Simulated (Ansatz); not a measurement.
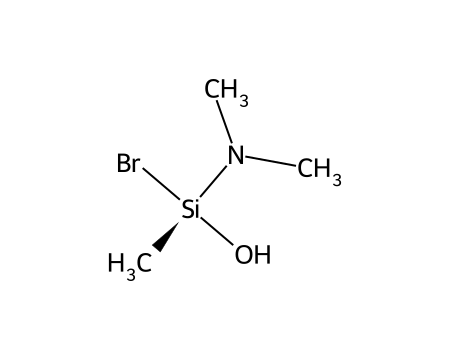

The picture comes from a calculation with Ansatz.

Skeletal drawing of a molecule.

**Write the SMILES.**

CN(C)[Si@](C)(O)Br

**What is the molecular formula?**

C3H10BrNOSi.

**An optimisation with PBE0-D4/def2-TZVP gave a structure of which point group?**

C1.
